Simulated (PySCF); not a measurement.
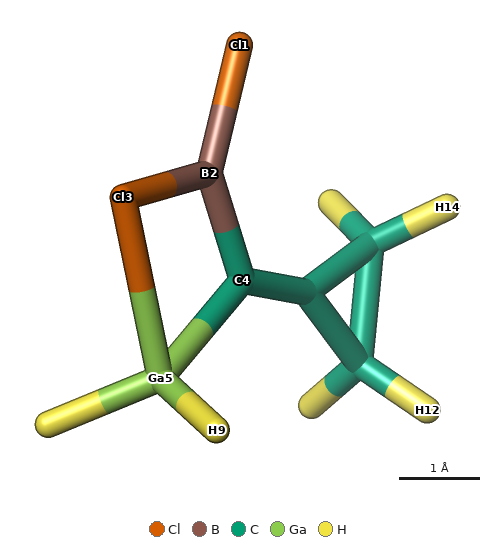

**Figure 1.** The structure as given in the input (stick view, seen at a tilt; atoms are numbered from 1 in the order of the input). Sticks mark near contacts. Bond lengths as drawn: B–C 1.53 Å, B–Cl 1.69 to 1.78 Å, Cl–Ga 2.41 Å, C–C 1.33 to 1.52 Å, C–Ga 2.05 Å, C–H 1.08 Å and Ga–H 1.56 Å.

**Excited-state calculation of C4H6BCl2Ga**

The run: excited-state calculation of C4H6BCl2Ga. Method and program: TDDFT CAM-B3LYP/def2-SVPD, vertical, gas phase, core orbitals frozen in the response (PySCF 2.14.0).

The geometry comes from this level: GFN2-xTB. It belongs to a series of runs on one base structure; here: H on C replaced by BCl2.

### The input
```
{"job": {"kind": "uv", "xc": "CAM-B3LYP", "basis": "def2-SVPD", "nstates": 8, "ntriplets": 3}, "charge": 0, "multiplicity": 1}
Cl    -1.105257     2.205527     1.962648
B     -1.488195     1.014270     0.825213
Cl    -3.193384     0.722303     0.406915
C     -0.611603     0.055577     0.010571
Ga    -2.108457    -0.907974    -1.005906
C      0.720295     0.003080     0.063533
C      1.959790    -0.605140    -0.410086
C      1.975277     0.509259     0.623729
H     -2.678757    -2.275604    -0.505616
H     -2.501238    -0.480380    -2.457666
H      2.291802    -0.383260    -1.414716
H      2.196981    -1.610402    -0.091066
H      2.318038     1.489252     0.323920
H      2.224031     0.263019     1.646363
```

The first line tells a small driver script what to run in PySCF; the rest is the geometry in Å.

Run on 1 CPU thread, shared host.

Run as:
```bash
OMP_NUM_THREADS=1 python <driver script> task.json out
```

### The program's output
```
coarse grid: 60784 points
cycle   1  E = -3025.4566748277  dE =  9.405e-01  |g| = 5.942e-01  |ddm| = 6.652e+00
cycle   2  E = -3025.4689548414  dE = -1.228e-02  |g| = 6.207e-01  |ddm| = 2.361e+00
cycle   3  E = -3025.5251424513  dE = -5.619e-02  |g| = 4.629e-02  |ddm| = 1.405e+00
cycle   4  E = -3025.5254534727  dE = -3.110e-04  |g| = 2.724e-02  |ddm| = 1.909e-01
cycle   5  E = -3025.5256205490  dE = -1.671e-04  |g| = 5.962e-03  |ddm| = 7.307e-02
cycle   6  E = -3025.5256286187  dE = -8.070e-06  |g| = 2.346e-03  |ddm| = 1.900e-02
final grid: 125056 points
cycle   7  E = -3025.5256112896  dE =  8.018e-07  |g| = 3.237e-03  |ddm| = 1.321e-02
cycle   8  E = -3025.5256086045  dE =  2.685e-06  |g| = 4.538e-03  |ddm| = 1.454e-02
cycle   9  E = -3025.5256139816  dE = -5.377e-06  |g| = 2.405e-04  |ddm| = 8.058e-03
cycle  10  E = -3025.5256139944  dE = -1.281e-08  |g| = 5.248e-05  |ddm| = 5.820e-04
cycle  11  E = -3025.5256139961  dE = -1.697e-09  |g| = 2.347e-05  |ddm| = 3.304e-04
cycle  12  E = -3025.5256139962  dE = -1.473e-10  |g| = 4.704e-06  |ddm| = 7.620e-05
```

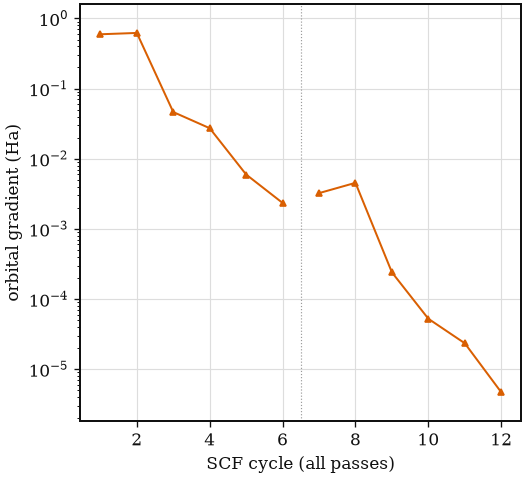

**Figure 2.** Convergence of the self-consistent field: orbital gradient against the SCF cycle. The dotted line marks the change from a coarse to the final integration grid. The first 6 cycles use a coarse grid, the final grid takes over at cycle 7, and the field converges after 12 cycles in all.

```
converged SCF energy = -3025.5256139962

Static polarisability (au): isotropic 120.226, principal 84.294 126.223 150.162

Singlet excitations
state   eV       nm        f      main configurations
  1   3.5322    351.0   0.00020   H->L 0.98
  2   5.1006    243.1   0.30535   H-1->L 0.92
  3   5.7494    215.6   0.00013   H-3->L 0.95
  4   5.7713    214.8   0.06939   H-2->L 0.86
  5   5.9860    207.1   0.01995   H->L+1 0.69, H->L+2 0.15
  6   6.2228    199.2   0.00010   H-1->L+1 0.53, H-1->L+2 0.12, H-4->L 0.11
  7   6.2550    198.2   0.00025   H-4->L 0.51, H-5->L 0.20, H-1->L+1 0.12
  8   6.5876    188.2   0.01730   H->L+2 0.74, H->L+1 0.16

Triplet excitations (Tamm-Dancoff, eV): 3.2419 3.2867 5.5464
```

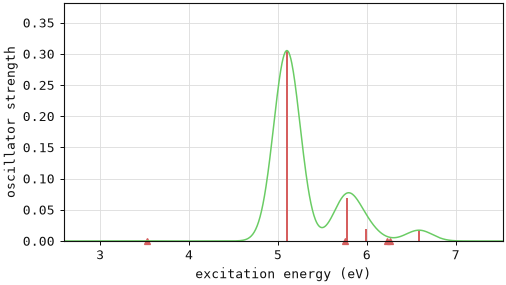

**Figure 3.** Computed excitations as sticks (degenerate states added up, dark ones marked on the axis), with a Gaussian envelope of 0.35 eV full width at half maximum, scaled to the tallest. Of the 8 states the lowest lies at 3.53 eV (f = 0.000); the strongest line is at 5.10 eV, or 243 nm (f = 0.305).

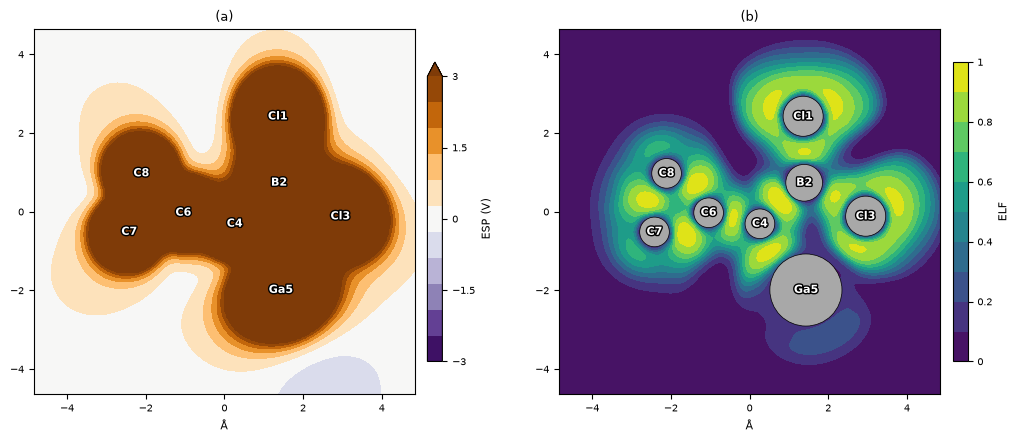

**Figure 4.** (a) molecular electrostatic potential; (b) electron localisation function on the plane of atoms C4, C6 and C8. Grey discs, where drawn, cover atomic cores. C–C (1.33 Å): the ELF peaks at about 0.95 between the atoms (a multiple bond by its length, whose ELF region spreads away from the axis). C–B (1.53 Å): the ELF peaks at about 0.95 between the atoms, which marks localised, shared-pair bonding. C–Ga (2.05 Å): the ELF peaks at about 0.95 in the valence shell of C, 0.7 Å from its nucleus, and is about 0.60 at the midpoint. Ga–Cl (2.41 Å): the ELF peaks at about 0.90 in the valence shell of Cl, 0.8 Å from its nucleus, and is about 0.35 at the midpoint (a largely ionic contact).

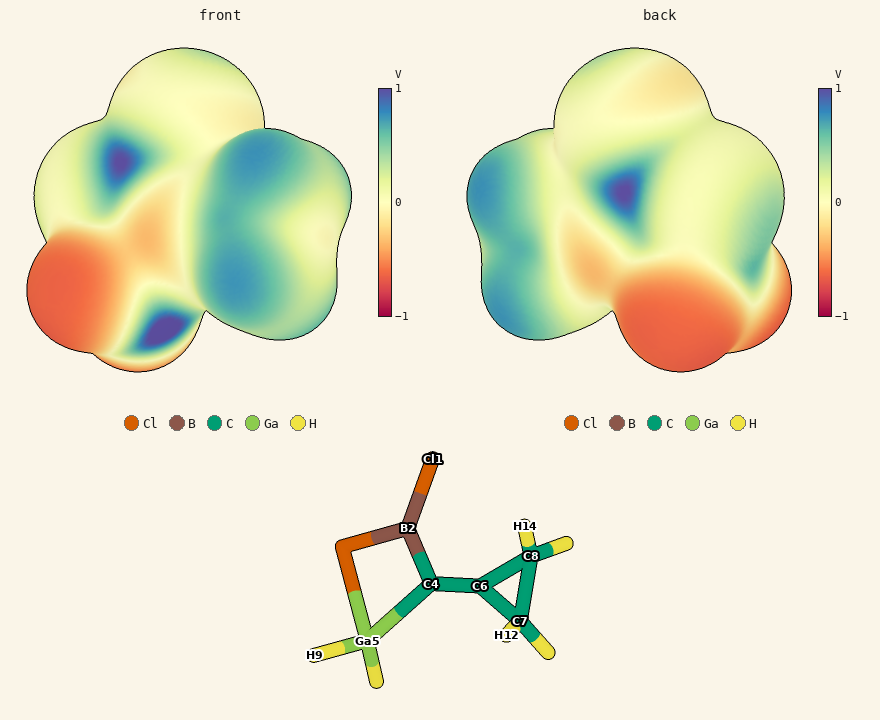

**Figure 5.** The electrostatic potential painted on the density surface at 0.001 e/bohr³, seen at a tilt and from behind; the colour scale runs from red (negative) to blue (positive). The bare structure is drawn below in the same view. A positive charge is drawn to the negative regions and a negative charge to the positive ones.

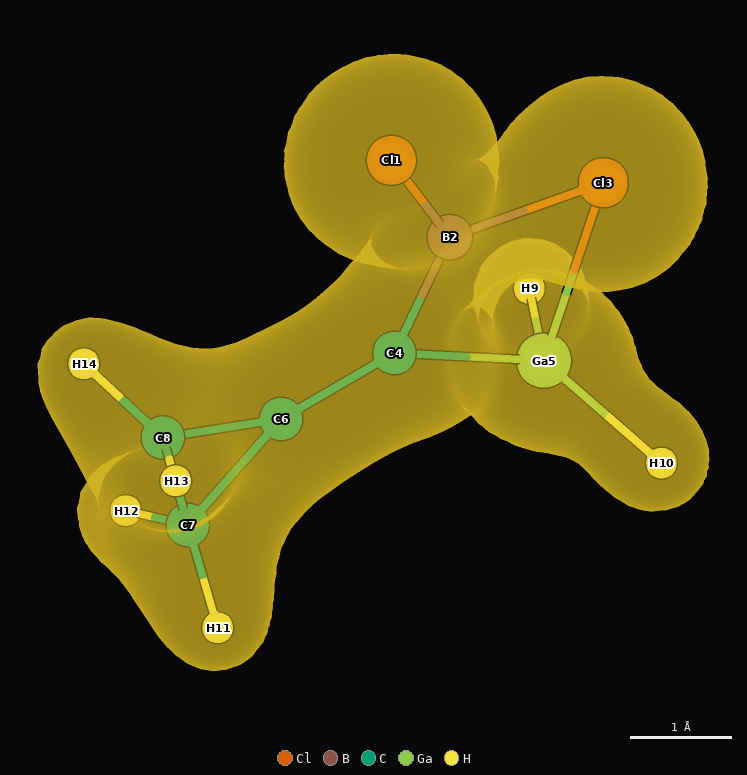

**Figure 6.** Isosurface of the total electron density at 0.4 e/Å³ (yellow), seen at an oblique angle. At this value the surface is in one piece. On the grid the lowest density along these lines, outside the cores, is 2.2 e/Å³ (C–C, 1.33 Å), 1.4 e/Å³ (C–B, 1.53 Å), 1.1 e/Å³ (B–Cl, 1.69 Å) and 0.67 e/Å³ (C–Ga, 2.05 Å).

### Summary

```tsv
quantity	value
outcome	converged
total energy	−3025.525614 hartree
HOMO	−8.40 eV
LUMO	−1.16 eV
dipole moment	2.37 D
mean polarisability	120.23 a.u.
lowest singlet excitation	3.53 eV
wall time	95 s
peak memory	1.2 GiB
```

Spin–orbit coupling is left out, which matters for the heavy atoms.
